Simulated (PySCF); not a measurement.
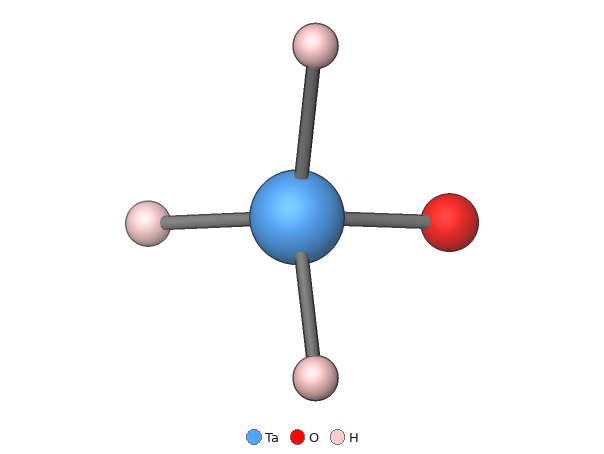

The species is neutral and a spin singlet. Computed geometry: PBE0/def2-TZVP with core potentials optimisation.

**Describe the coordination sphere.**

Ta binds 4 atoms: 1 O at 1.69 Å, 3 H at 1.78 Å. The arrangement is tetrahedral.

**What are the formal oxidation state of the metal and its number of d electrons?**

Ta(V), d⁰, counting the ligands as closed-shell ions or neutral donors.

The search tried a few shapes and spins; others may lie lower.
